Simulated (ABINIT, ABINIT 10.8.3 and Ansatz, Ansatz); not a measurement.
**LiHS (Ama2): Bethe-Salpeter spectra with ABINIT**

Aim: follow the lowest exciton of LiHS (Ama2) as the mesh is refined.

Method: PBEsol and many-body steps on it, plane waves, in ABINIT 10.8.3 and Ansatz 0.2.0.

## (1) The starting structure

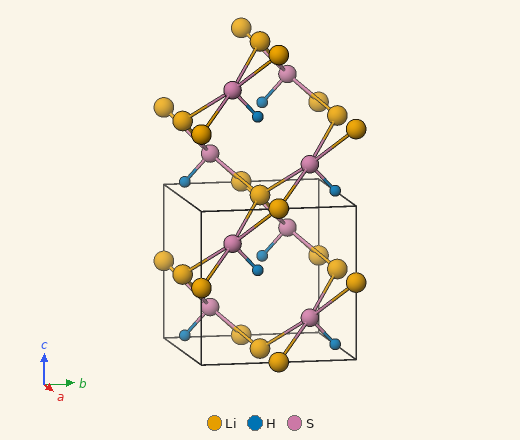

The cell as given, slightly off an axis (lithium orange, hydrogen blue, sulfur pink). 1×1×2 cells are drawn. This picture shows the conventional cell, with its axes. Some periodic images of atoms are drawn too.

The cell and positions come from the Crystallography Open Database and are kept as given unless a step says otherwise.

## (2) Empty states on the mesh, 2×2×2 mesh, 60 bands

This step: ABINIT 10.8.3; DFT, PBEsol, plane waves, norm-conserving pseudopotentials.

The sums over transitions need many empty states on a uniform mesh; this step solves for them.

File run.abi:

```
acell 3*1.0 Angstrom
rprim 
  6.156870000000 0.000000000000 0.000000000000
  0.000000000000 2.809205000000 2.757390000000
  0.000000000000 -2.809205000000 2.757390000000
ntypat 3
znucl 3 1 16
natom 6
typat 1 1 2 2 3 3
xred 
  0.500000000000 0.501660000000 0.501660000000
  0.000000000000 0.501660000000 0.501660000000
  0.250000000000 0.133090000000 0.983490000000
  0.750000000000 0.983490000000 0.133090000000
  0.750000000000 0.998760000000 0.475340000000
  0.250000000000 0.475340000000 0.998760000000
pp_dirpath "pseudos"
pseudos "Li.upf, H.upf, S.upf"
ecut 33
ngkpt 2 2 2
nshiftk 1
shiftk 0 0 0
kptopt 1
chksymbreak 0
iscf -2
irdden 1
istwfk *1
nband 60
nbdbuf 4
tolwfr 1e-09
nstep 60
prtvol 0
indata_prefix "in"
outdata_prefix "out"
tmpdata_prefix "tmp"
```

Run with:

```bash
$ OMP_NUM_THREADS=1 mpirun -n 4 abinit run.abi > log
```

Numbers of over 12 decimals in the logs are rounded to 6 here.

The log of the run:

```text
.Version 10.8.3 of ABINIT. v10.8.2 released Aug 2026.

 Symmetries : space group Am a 2 (# 40); Bravais oC (1-face-center ortho.)
[... echo of the input left out ...]
== DATASET  1 ==================================================================
-   mpi_nproc: 4, omp_nthreads: 1 (-1 if OMP is not activated)

--- !DatasetInfo
iteration_state: {dtset: 1, }
dimensions: {natom: 6, nkpt: 6, mband: 60, nsppol: 1, nspinor: 1, nspden: 1, mpw: 5848, }
cutoff_energies: {ecut:  33.0, pawecutdg:  -1.0, }
[...]
0.87499    0.88495    0.88546    0.88987    0.89902    0.93691    0.97496    0.99293
   1.01059    1.01391    1.06854    1.10590    1.13839    1.15055    1.15806    1.19034
   1.19293    1.24409    1.26324    1.31682
 prteigrs : prtvol=0 or 1, do not print more k-points.

== END DATASET(S) ==============================================================
================================================================================

 -outvars: echo values of variables after computation  --------
            nband          60
             nkpt           6
          spgroup          40
 [... the other variables as echoed above ...]

 Calculation completed.
```

It took 16 s on 4 MPI ranks of Arm Neoverse V1, shared host; peak memory 0.3 GiB.

Numbers from this step:

| Property | Result |
| --- | --- |
| gap | 3.330 eV |
| k of the valence top | 0, 0, 0 |
| k of the conduction bottom | 0, 0, 0 |
| least direct gap | 3.330 eV |
| k points computed | 6 |
| lowest point of the top converged band, above the valence top | 29.23 eV |

On this mesh the gap is 3.330 eV.

The density comes from a self-consistent run that is not shown.

## (3) Screening, 2×2×2 mesh, 56 bands, screening to 98 eV

The RPA dielectric matrix is built and inverted for each q.

This step: RPA screening on PBEsol, plane waves, norm-conserving pseudopotentials.

Changes to run.abi since step 2:

```diff
@@ -24,10 +24,11 @@
 chksymbreak 0
-iscf -2
-irdden 1
 istwfk *1
-nband 60
-nbdbuf 4
-tolwfr 1e-09
-nstep 60
-prtvol 0
+occopt 1
+irdwfk 1
+optdriver 3
+nband 56
+ecuteps 3.6
+inclvkb 2
+awtr 1
+symchi 1
 indata_prefix "in"
```

The log of the run:

```text
.Version 10.8.3 of ABINIT. v10.8.2 released Aug 2026.

 Symmetries : space group Am a 2 (# 40); Bravais oC (1-face-center ortho.)
[... echo of the input left out ...]
== DATASET  1 ==================================================================
-   mpi_nproc: 4, omp_nthreads: 1 (-1 if OMP is not activated)

--- !DatasetInfo
iteration_state: {dtset: 1, }
dimensions: {natom: 6, nkpt: 6, mband: 56, nsppol: 1, nspinor: 1, nspden: 1, mpw: 5848, }
cutoff_energies: {ecut:  33.0, pawecutdg:  -1.0, }
[...]
--------------------------------------------------------------------------------
[... chi0 elements left out ...]
 For q-point:  0.000010 0.000020 0.000030
  dielectric constant =   3.7286
  dielectric constant without local fields =   4.6151

  Average fulfillment of the sum rule on Im[epsilon] for q-point    1 :     55.24  [%]
[... wings left out ...]
  q-point number  2        q = ( 0.500000, 0.000000, 0.000000) [r.l.u.]
--------------------------------------------------------------------------------
[... chi0 elements left out ...]
  Average fulfillment of the sum rule on Im[epsilon] for q-point    2 :     66.63  [%]

 [... 4 further q-points ...]
```

It took 6.2 s on 4 MPI ranks; peak memory 0.66 GiB.

Numbers from this step:

- ε∞ with local fields, on this mesh, along the program's q direction: 3.729
- the same without local fields: 4.615
- plasma frequency: 17.00 eV
- plane waves in the screening matrix: 201

Local fields lower ε∞ by 19 %. On a Γ-centred mesh this coarse the value itself is usually too large, while a short band sum pulls it down.

## (4) Self-energy, 2×2×2 mesh, 56 bands, screening to 98 eV

The self-energy is evaluated for the states that the input lists, and the levels follow from it, in one-shot runs by the linearised quasiparticle equation.

This step: G0W0 on PBEsol, plane waves, norm-conserving pseudopotentials.

Changes to run.abi since step 3:

```diff
@@ -27,8 +27,15 @@
 irdwfk 1
-optdriver 3
+optdriver 4
 nband 56
+gwcalctyp 0
+ecutsigx 33
+symsigma 1
+nkptgw 1
+kptgw 
+  0.0000000000 0.0000000000 0.0000000000
+bdgw 
+  9 12
 ecuteps 3.6
-inclvkb 2
-awtr 1
-symchi 1
+irdscr 1
+ppmodel 1
 indata_prefix "in"
```

The log of the run:

```text
.Version 10.8.3 of ABINIT. v10.8.2 released Aug 2026.

 Symmetries : space group Am a 2 (# 40); Bravais oC (1-face-center ortho.)
[... echo of the input left out ...]
== DATASET  1 ==================================================================
-   mpi_nproc: 4, omp_nthreads: 1 (-1 if OMP is not activated)

--- !DatasetInfo
iteration_state: {dtset: 1, }
dimensions: {natom: 6, nkpt: 6, mband: 56, nsppol: 1, nspinor: 1, nspden: 1, mpw: 5848, }
cutoff_energies: {ecut:  33.0, pawecutdg:  -1.0, }
[...]
10  -0.122 -12.727 -15.736   2.056   0.800  -0.251 -13.489  -0.762  -0.884
       11   3.208  -8.834  -4.303  -2.903   0.829  -0.206  -7.484   1.350   4.557
       12   3.571  -8.614  -4.145  -2.805   0.830  -0.205  -7.234   1.381   4.952

== END DATASET(S) ==============================================================
================================================================================

 -outvars: echo values of variables after computation  --------
           etotal      0.0000000000E+00
            nband          56
             nkpt           6
          spgroup          40
 [... the other variables as echoed above ...]

 Calculation completed.
```

Wall time 3.1 s (4 MPI ranks); peak memory 0.5 GiB; 12 s of CPU time.

This step gave:

- G0W0 gap on the points computed: 5.441 eV
- starting gap on the mesh: 3.330 eV
- k of the valence top: 0, 0, 0
- k of the conduction bottom: 0, 0, 0
- least direct G0W0 gap on the computed points: 5.441 eV

The gap on the mesh goes from 3.33 eV to 5.44 eV, a correction of +2.11 eV.

The gap opens by 2.111 eV; the next steps shift the empty bands rigidly by 2.111 eV.

## (5) Excitons

Optical absorption needs the electron-hole interaction, solved here in a basis of vertical transitions on the mesh.

This step: Bethe-Salpeter equation on PBEsol with a scissors shift, plane waves, norm-conserving pseudopotentials.

Changes to run.abi since step 4:

```diff
@@ -27,15 +27,17 @@
 irdwfk 1
-optdriver 4
-nband 56
-gwcalctyp 0
-ecutsigx 33
-symsigma 1
-nkptgw 1
-kptgw 
-  0.0000000000 0.0000000000 0.0000000000
-bdgw 
-  9 12
+optdriver 99
+bs_calctype 1
+mbpt_sciss 2.111 eV
+bs_loband 5
+nband 16
+bs_exchange_term 1
+bs_coulomb_term 11
+bs_coupling 0
+bs_algorithm 1
+bs_freq_mesh 0 11 0.1 eV
+zcut 0.15 eV
 ecuteps 3.6
+ecutwfn 16.5
+inclvkb 2
 irdscr 1
-ppmodel 1
 indata_prefix "in"
```

The log of the run:

```text
.Version 10.8.3 of ABINIT. v10.8.2 released Aug 2026.

 Symmetries : space group Am a 2 (# 40); Bravais oC (1-face-center ortho.)
[... echo of the input left out ...]
== DATASET  1 ==================================================================
-   mpi_nproc: 4, omp_nthreads: 1 (-1 if OMP is not activated)

--- !DatasetInfo
iteration_state: {dtset: 1, }
dimensions: {natom: 6, nkpt: 6, mband: 16, nsppol: 1, nspinor: 1, nspden: 1, mpw: 2097, }
cutoff_energies: {ecut:  16.5, pawecutdg:  -1.0, }
electrons: {nelect:   2.00000000E+01, charge:   0.00000000E+00, occopt:   1.00000000E+00, tsmear:   1.00000000E-02, }

 Exciton: Calculation of dielectric properties by solving the Bethe-Salpeter equation
 in frequency domain and reciprocal space on a transitions basis set.
 Based on a program developed by L. Reining, V. Olevano, F. Sottile,
 S. Albrecht, and G. Onida. Incorporated in ABINIT by M. Giantomassi.

.Using double precision arithmetic ; gwpc =  8

[... cell and pseudopotentials left out ...]
--------------------------------------------------------------------------------

 ==== K-mesh for the wavefunctions ====
 Number of points in the irreducible wedge :     6
[... list of points left out ...]
 Together with  4 symmetry operations and time-reversal symmetry
 yields     8 points in the full Brillouin Zone.

 ==== Q-mesh for the screening function ====
 Number of points in the irreducible wedge :     6
[... list of points left out ...]
 Together with  4 symmetry operations and time-reversal symmetry
 yields     8 points in the full Brillouin Zone.

 vcoul_init : cutoff-mode = AUXILIARY_FUNCTION
 q-points for optical limit:   1
     1)      0.000010    0.000020    0.000030
 setmesh: FFT mesh size selected  =    32x   20x   20
          total number of points  =        12800

 ==== Fundamental parameters for the solution of the Bethe-Salpeter equation: ====
 Algorithm: Direct diagonalization.
 Dimension of the v, W matrices,  npweps  = 201
 Cutoff for the wavefunctions,    npwwfn  = 2097
 Number of k-points in the IBZ,   nkibz   = 6
 Highest empty band included,     nband   = 16
 === Spin UP ===
 Number of resonant transitions          288
 Lowest occupied state                   5
 Highest occupied state                  10
 Lowest unoccupied state                 11
 Highest unoccupied state                16
 Minimum frequency [eV]           Emin    =   0.00
 Maximum frequency [eV]           Emax    =  11.00
 Frequency step [eV]              dE      =   0.10
 Lorentzian broadening [eV]       eta     =   0.15
 RPA L0 with KS energies and KS wavefunctions
 Scissors operator energy [eV] =          2.11
 Local fields effects (v term) included
 Excitonic effects (W term) included
 Full W_GG' included
 W is read from an external SCR file
 Resonant-only calculation (Hermitian case)

 Calculating epsilon_Macro(q-->0,w), along the following directions:
 q = (  1.851736  0.000000  0.000000) [r.l.u.]
 q = (  0.000000  1.183688  0.000000) [r.l.u.]
 q = (  0.000000  0.000000  1.183688) [r.l.u.]
 q = (  1.851736  0.000000  0.000000) [r.l.u.]
 q = (  0.000000  0.844894 -0.844894) [r.l.u.]
 q = (  0.000000  0.829311  0.829311) [r.l.u.]
 Number of electrons calculated from density =   19.9894; Expected =   20.0000
 average of density, n =  0.031055
 r_s =    1.9736
 omega_plasma =   16.9989 [eV]

. Writing resonant excitonic Hamiltonian on file out_BSR; file size=   0.00 [Gb].
 Direct diagonalization of the resonant excitonic Hamiltonian, Matrix size= 288
. Using LAPACK sequential version.
 Excitonic eigenvalues in eV up to n=   32
   4.41956   4.75168   4.77066   4.80416   5.42501   5.42954   5.60226   5.64450
   5.79760   5.80819   5.83540   5.84342   5.86189   5.86343   5.94003   5.94116
   6.04365   6.04466   6.13711   6.15386   6.15732   6.21530   6.22252   6.26791
   6.40784   6.41168   6.42149   6.44200   6.48156   6.48365   6.50425   6.50685

 First excitonic eigenvalue=    4.42 [eV]
 Last  excitonic eigenvalue=   16.27 [eV]

 GW  direct gap       5.44  0.00 [eV]
 EXC direct gap       4.42  0.00 [eV]
 EXC binding energy   1.02  0.00 [eV]

 Excitonic eigenvalues up to the GW energy gap [eV]
  1 (  4.42  0.00)
  2 (  4.75  0.00)
  3 (  4.77  0.00)
  4 (  4.80  0.00)
  5 (  5.43  0.00)
  6 (  5.43  0.00)

 Macroscopic dielectric function:
 omega [eV] <KS_RPA_nlf>  <GW_RPA_nlf>  <BSE>
   0.0000   3.9354   0.0000   3.2136   0.0000   3.7674   0.0000
   0.1000   3.9362   0.0023   3.2139   0.0009   3.7680   0.0019
   0.2000   3.9385   0.0047   3.2148   0.0018   3.7699   0.0038
   0.3000   3.9424   0.0070   3.2163   0.0027   3.7731   0.0057
   0.4000   3.9479   0.0094   3.2185   0.0037   3.7775   0.0076
   0.5000   3.9550   0.0119   3.2212   0.0046   3.7832   0.0096
   0.6000   3.9637   0.0144   3.2246   0.0055   3.7902   0.0115
   0.7000   3.9741   0.0169   3.2286   0.0065   3.7985   0.0136
   0.8000   3.9862   0.0196   3.2332   0.0074   3.8082   0.0156
   0.9000   4.0001   0.0223   3.2385   0.0084   3.8193   0.0177

 Writing KS-RPA macroscopic dielectric function without local fields to file: out_RPA_NLF_MDF
 Writing GW-RPA macroscopic dielectric function without local fields to file: out_GW_NLF_MDF
 Writing EXC Macroscopic dielectric function to file: out_EXC_MDF

== END DATASET(S) ==============================================================
================================================================================

 -outvars: echo values of variables after computation  --------
           etotal      0.0000000000E+00
            nband          16
             nkpt           6
          spgroup          40
 [... the other variables as echoed above ...]

 Calculation completed.
```

The job ended after 5.1 s (4 MPI ranks; peak memory 0.34 GiB; 20 s of CPU time).

This step gave:

```
direct gap of the transition levels                            : 5.441 eV
transitions in the window                                      : 288
first strong exciton (over a fiftieth of the strongest listed) : 4.420 eV
lowest state                                                   : 4.420 eV
binding of the lowest state below the direct gap               : 1.021 eV
Coulomb term of one mesh cell                                  : 1.200 eV
```

The binding is 0.85 times the screened Coulomb term of one mesh cell (1.20 eV), so it is not shown settled.

The lowest state lies at 4.420 eV, 1.021 eV under the direct gap.

Lines within 3 meV are set at the lowest of them, and the highest group, which the list may cut short, is left out; lines within 3 meV are set at the lowest of them, and the highest group, which the list may cut short, is left out. Exciton lines, with heights relative to the strongest:

```csv
position (eV),"oscillator strength, relative"
4.420,47
4.752,25
4.771,8.9
4.804,0.0
5.425,1.1
5.429,1.4
5.602,0.0
5.644,38
5.798,2.1
5.808,0.1
5.835,93
5.843,100
```

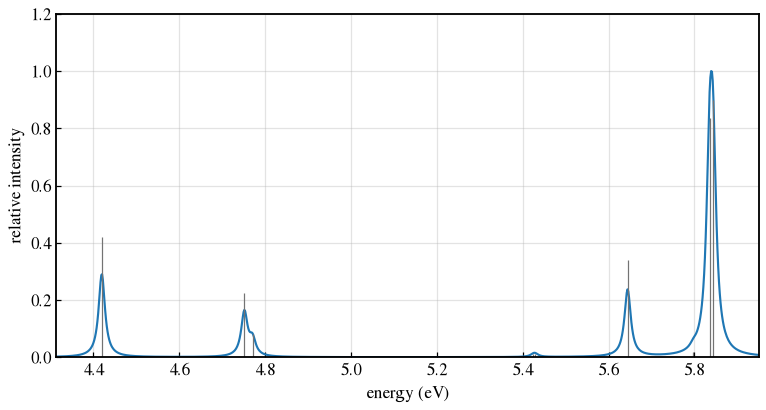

The exciton spectrum, broadened with Lorentzians of width 0.018 eV; bars mark the lines.

The ε₂ has structure finer than the step of the table below, so its rows give means over 0.5 eV, whole bins alone (the curve runs from 0 to 10.9 eV). Peaks (eV: height): BSE 5.90: 10.7, 6.20: 11.3, 6.90: 11.6, 8.10: 5.20, 9.10: 5.19; no electron-hole interaction 7.20: 3.96, 9.30: 13.0; Kohn-Sham, no shift 5.10: 4.01, 7.20: 12.9.

Mean over the three Cartesian directions of q; broadening 0.15 eV; transition window only. Limits: finite bands, cutoff and mesh; coarse k mesh; exciton not shown settled in the k mesh. ε₂ against photon energy; means over each step:

```csv
photon energy (eV),BSE,no electron-hole interaction,"Kohn-Sham, no shift"
0.5,0.00959,0.0046,0.0119
1.0,0.0200,0.00941,0.0254
1.5,0.0323,0.0147,0.0425
2.0,0.0480,0.0209,0.0687
2.5,0.0702,0.0284,0.125
3.0,0.106,0.0380,0.502
3.5,0.180,0.0515,0.972
4.0,0.509,0.0728,0.780
4.5,1.77,0.117,1.12
5.0,1.31,0.326,2.64
5.5,3.69,1.07,3.70
6.0,9.99,0.734,7.10
6.5,6.69,1.02,8.50
7.0,9.03,2.20,12.0
7.5,4.68,3.19,7.35
8.0,4.52,6.61,4.17
8.5,2.80,8.14,3.68
9.0,3.97,11.4,2.29
9.5,2.56,9.06,1.63
10.0,2.20,4.40,0.930
10.5,1.85,3.93,1.25
```

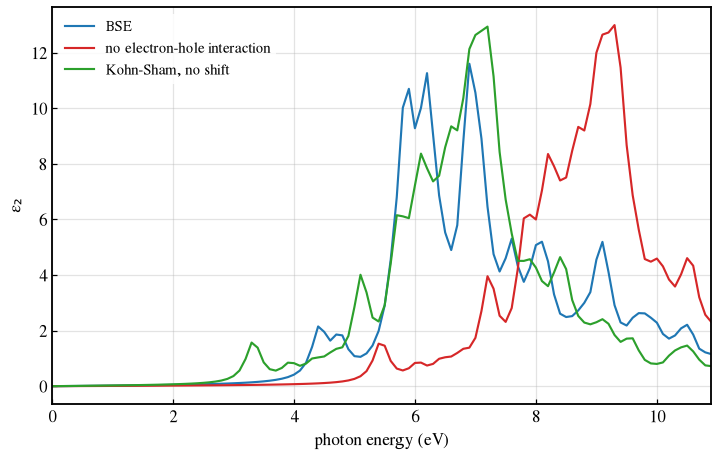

ε₂, plotted against photon energy.

## (6) Triplet (no exchange term)

Changes to run.abi since step 5:

```diff
@@ -30,5 +30,5 @@
 mbpt_sciss 2.111 eV
-bs_loband 5
-nband 16
-bs_exchange_term 1
+bs_loband 7
+nband 14
+bs_exchange_term 0
 bs_coulomb_term 11
@@ -36,3 +36,3 @@
 bs_algorithm 1
-bs_freq_mesh 0 11 0.1 eV
+bs_freq_mesh 0 9 0.05 eV
 zcut 0.15 eV
```

The log of the run:

```text
.Version 10.8.3 of ABINIT. v10.8.2 released Aug 2026.

 Symmetries : space group Am a 2 (# 40); Bravais oC (1-face-center ortho.)
[... echo of the input left out ...]
== DATASET  1 ==================================================================
-   mpi_nproc: 4, omp_nthreads: 1 (-1 if OMP is not activated)

--- !DatasetInfo
iteration_state: {dtset: 1, }
dimensions: {natom: 6, nkpt: 6, mband: 14, nsppol: 1, nspinor: 1, nspden: 1, mpw: 2097, }
cutoff_energies: {ecut:  16.5, pawecutdg:  -1.0, }
electrons: {nelect:   2.00000000E+01, charge:   0.00000000E+00, occopt:   1.00000000E+00, tsmear:   1.00000000E-02, }

 Exciton: Calculation of dielectric properties by solving the Bethe-Salpeter equation
 in frequency domain and reciprocal space on a transitions basis set.
 Based on a program developed by L. Reining, V. Olevano, F. Sottile,
 S. Albrecht, and G. Onida. Incorporated in ABINIT by M. Giantomassi.

.Using double precision arithmetic ; gwpc =  8

[... cell and pseudopotentials left out ...]
--------------------------------------------------------------------------------

 ==== K-mesh for the wavefunctions ====
 Number of points in the irreducible wedge :     6
[... list of points left out ...]
 Together with  4 symmetry operations and time-reversal symmetry
 yields     8 points in the full Brillouin Zone.

 ==== Q-mesh for the screening function ====
 Number of points in the irreducible wedge :     6
[... list of points left out ...]
 Together with  4 symmetry operations and time-reversal symmetry
 yields     8 points in the full Brillouin Zone.

 vcoul_init : cutoff-mode = AUXILIARY_FUNCTION
 q-points for optical limit:   1
     1)      0.000010    0.000020    0.000030
 setmesh: FFT mesh size selected  =    32x   20x   20
[...]
average of density, n =  0.031055
 r_s =    1.9736
 omega_plasma =   16.9989 [eV]

. Writing resonant excitonic Hamiltonian on file out_BSR; file size=   0.00 [Gb].
 Direct diagonalization of the resonant excitonic Hamiltonian, Matrix size= 128
. Using LAPACK sequential version.
 Excitonic eigenvalues in eV up to n=   32
   4.20841   4.40523   4.41933   4.45843   5.37802   5.41008   5.41751   5.44884
   5.48564   5.49457   5.78878   5.79213   5.85737   5.86059   5.91723   5.91803
   6.04131   6.04161   6.05300   6.07636   6.11363   6.12624   6.13701   6.14956
   6.26748   6.29727   6.36666   6.37283   6.42717   6.43840   6.50351   6.50479

 First excitonic eigenvalue=    4.21 [eV]
 Last  excitonic eigenvalue=   11.05 [eV]

 GW  direct gap       5.44  0.00 [eV]
 EXC direct gap       4.21  0.00 [eV]
 EXC binding energy   1.23  0.00 [eV]

 Excitonic eigenvalues up to the GW energy gap [eV]
  1 (  4.21  0.00)
  2 (  4.41  0.00)
  3 (  4.42  0.00)
  4 (  4.46  0.00)
  5 (  5.38  0.00)
  6 (  5.41  0.00)
  7 (  5.42  0.00)

 Macroscopic dielectric function:
 omega [eV] <KS_RPA_nlf>  <GW_RPA_nlf>  <BSE>
   0.0000   2.8624   0.0000   2.3726   0.0000   2.8556   0.0000
   0.0500   2.8625   0.0009   2.3727   0.0003   2.8558   0.0008
   0.1000   2.8630   0.0018   2.3729   0.0006   2.8562   0.0016
[...]
0.4000   2.8718   0.0072   2.3761   0.0026   2.8642   0.0065
   0.4500   2.8744   0.0081   2.3770   0.0029   2.8664   0.0073

 Writing KS-RPA macroscopic dielectric function without local fields to file: out_RPA_NLF_MDF
 Writing GW-RPA macroscopic dielectric function without local fields to file: out_GW_NLF_MDF
 Writing EXC Macroscopic dielectric function to file: out_EXC_MDF

== END DATASET(S) ==============================================================
================================================================================

 -outvars: echo values of variables after computation  --------
           etotal      0.0000000000E+00
            nband          14
             nkpt           6
          spgroup          40
 [... the other variables as echoed above ...]

 Calculation completed.
```

Elapsed: 3.4 s, on 4 MPI ranks; peak memory 0.32 GiB; 13 s of CPU time.

The lowest triplet lies at 4.208 eV; without spin-orbit coupling triplets are dark, so no spectrum is read.

(Continued in part 2 of 3.)

[Paths, hosts, dates, memory and timing lines, banners, echoed tables and standing remarks are left out of the program output.]

[Logs are printed without paths, hosts, clocks, repeated set-up lines and the standing remarks that a program may print on its own settings, such as how far it seeks lower states.]

[Runs of the session that timed out or met a known fault of the program may be left out.]

[Hosts, paths, dates, database ids (printed as entryN), source tags and the programs' standing remarks are cut or masked in the printed files.]

[G0W0 gaps are taken among the corrected bands and points alone; a level outside them can change the order at an edge.]

[Where Ansatz stands beside ABINIT at settings called matched, ABINIT's density can come from a denser mesh and the files from another edition; pairs whose starting gaps differed by over 0.03 eV were left out, so agreement reads better than it is.]
